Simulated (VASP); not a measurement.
Band structure of Te₂Mo (relaxed from the CdI2 structure, space group P-3m1). Method: r2SCAN meta-GGA, VASP's PBE PAW potentials (set 64) (plane waves; VASP).

Unless said otherwise, spin-orbit coupling is left out, though it shifts the bands of the heavy elements here.

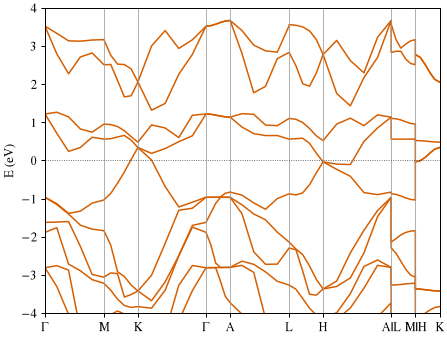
*Bands along high-symmetry lines, zero at the valence-band maximum or, without a gap, the Fermi level*

Q: Read the plot: is there a gap, and where are the band edges?

A: It has no gap at this level: it comes out as a metal or semimetal.

The structure was generated: Te2Mo was put into the CdI2 type (P-3m1), which need not be its known phase. It was relaxed first, which changed the volume by -15 %.
